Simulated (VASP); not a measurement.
Band structure of InSb (zinc blende). Computed with PBE GGA with D3 dispersion (Becke-Johnson damping), VASP's PBE PAW potentials (set 64) (plane waves; VASP).

Unless said otherwise, spin-orbit coupling is left out, though it shifts the bands of the heavy elements here.

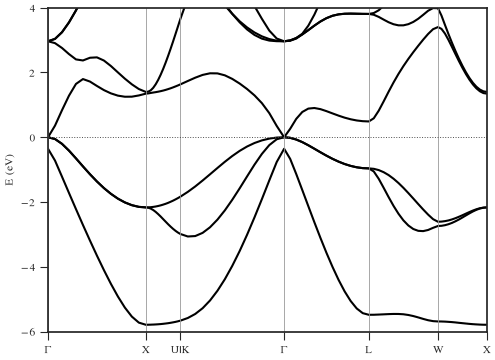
*Bands along high-symmetry lines, zero at the valence-band maximum or, without a gap, the Fermi level*

**Question.** Read the plot: is there a gap, and where are the band edges?

**Answer.** It has no gap at this level: it comes out as a metal or semimetal. (Edges off the drawn lines would not show.)

The compound is InSb in the zinc blende structure. It was relaxed first.
